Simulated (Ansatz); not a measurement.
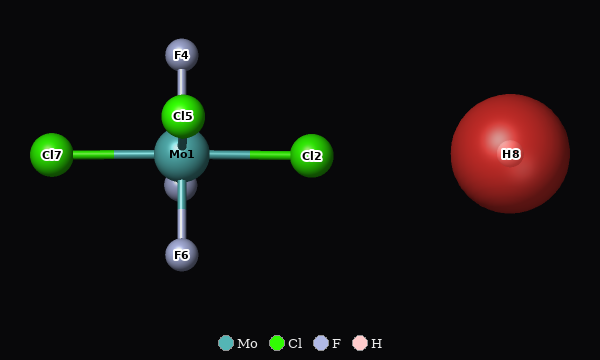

Cl$_{3}$F$_{3}$Mo···H (doublet). Isosurfaces of the spin density at +0.04 (red) and −0.04 e/Å³ (blue), seen from one side.

Core potentials replace the inner electrons of Mo.

All numbers below come from Ansatz 0.2.0, UKS PBE/def2-SVP.

```yaml
atoms:
  - { symbol: Mo, position_ang: [-0.0361, 0.0000, -0.1691] }
  - { symbol: Cl, position_ang: [0.0616, 0.0000, 2.1356] }
  - { symbol: F, position_ang: [1.8255, 0.0000, -0.1992] }
  - { symbol: F, position_ang: [-0.0003, 1.8528, -0.1698] }
  - { symbol: Cl, position_ang: [-2.3313, 0.0000, -0.1318] }
  - { symbol: F, position_ang: [-0.0003, -1.8528, -0.1698] }
  - { symbol: Cl, position_ang: [-0.0150, 0.0000, -2.4757] }
  - { symbol: H, position_ang: [-0.0442, 0.0000, 5.6598] }
```

Question: Which atoms carry the spin?

Answer: The unpaired spin (1 electron) lies mostly on H8 (about 1.0), in electrons by Hirshfeld's partition. Only one sign reaches the isovalue.
